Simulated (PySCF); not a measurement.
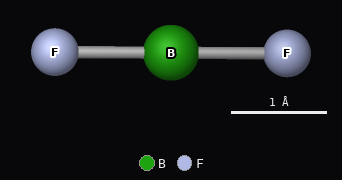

The structure (ball-and-stick view, seen on its broad side).

# Run report: BF$_{2}$ (charge +1), single-point calculation

BF$_{2}$, charge +1, computed with RKS-based TPSSh, B def2-TZVP, F def2-TZVP; non-relativistic Hamiltonian; density fitting (PySCF 2.14.0).

The geometry comes from this level: PBE0.

## What the program printed
```
init E= -224.345151832973
  HOMO = -0.79095529172414  LUMO = -0.324697766194915  gap/eV = 12.68751
cycle= 1 E= -224.345680280292  delta_E= -0.000528  |g|= 0.0103  |ddm|= 0.116
  HOMO = -0.79002051339522  LUMO = -0.323825726120744  gap/eV = 12.68581
cycle= 2 E= -224.345688421723  delta_E= -8.14e-06  |g|= 0.00365  |ddm|= 0.0101
  HOMO = -0.790871786406281  LUMO = -0.324503242577994  gap/eV = 12.69053
cycle= 3 E= -224.345690032495  delta_E= -1.61e-06  |g|= 0.0013  |ddm|= 0.00257
  HOMO = -0.790651635515278  LUMO = -0.324441826990146  gap/eV = 12.68622
cycle= 4 E= -224.345690178859  delta_E= -1.46e-07  |g|= 0.000698  |ddm|= 0.000646
  HOMO = -0.790673405204197  LUMO = -0.324415016361741  gap/eV = 12.68754
cycle= 5 E= -224.345690254762  delta_E= -7.59e-08  |g|= 3.93e-05  |ddm|= 0.000297
  HOMO = -0.790673102503445  LUMO = -0.32441373406704  gap/eV = 12.68756
cycle= 6 E= -224.345690254995  delta_E= -2.33e-10  |g|= 3.82e-06  |ddm|= 3.05e-05
  HOMO = -0.790674526514632  LUMO = -0.324414508590673  gap/eV = 12.68758
```

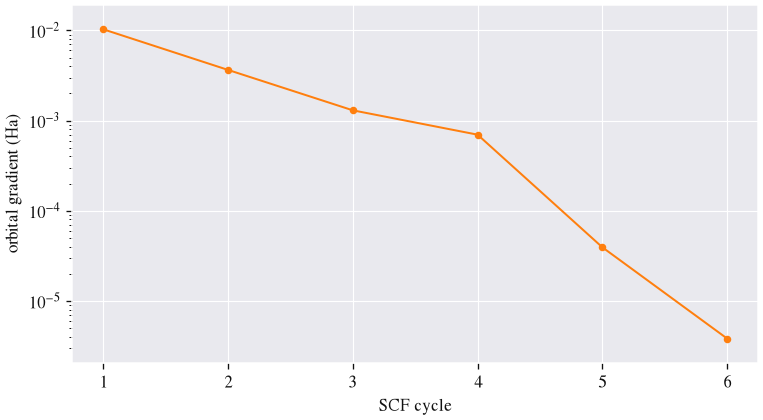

Convergence of the self-consistent field: orbital gradient against the SCF cycle. The residual falls at every step.

```
Extra cycle  E= -224.345690254993  delta_E= 2.33e-12  |g|= 5.5e-06  |ddm|= 3.07e-06
converged SCF energy = -224.345690254993
```

This output came from the following input.

## Input file
```python
from pyscf import gto, scf, dft
mol = gto.M(atom='''
B      0.000000     0.000000     0.000000
F     -0.000000    -0.000000     1.226443
F      0.000000     0.000000    -1.226443''',
    basis={'B': 'def2-TZVP', 'F': 'def2-TZVP'},
    charge=1, spin=0)
mf = dft.RKS(mol, xc='TPSSH')
mf.grids.atom_grid = (90, 434)
aux = {'B': 'def2-universal-JKFIT', 'F': 'def2-universal-JKFIT'}
mf = mf.density_fit(auxbasis=aux)
mf.conv_tol = 1e-09
mf.diis_space = 10
mf.max_cycle = 60
mf.verbose = 4
mf.kernel()
```

The script is an equivalent of the set-up of the self-consistent field. The run itself was carried out by a driver, which started from the orbitals of the step before it where there was one and computed the further properties.

Run as:
```bash
OMP_NUM_THREADS=2 python axn.py task.json out
```

## Results in brief

| quantity | value |
| --- | --- |
| outcome | converged |
| total energy | −224.345690 hartree |
| HOMO | −21.52 eV |
| LUMO | −8.83 eV |
| hardware | 2 threads of Intel Xeon @ 2.50GHz (Skylake/Cascade Lake), 189 GiB of memory available, shared host |
| wall time | 20 s (CPU time 34 s) |
| peak memory | 0.84 GiB |
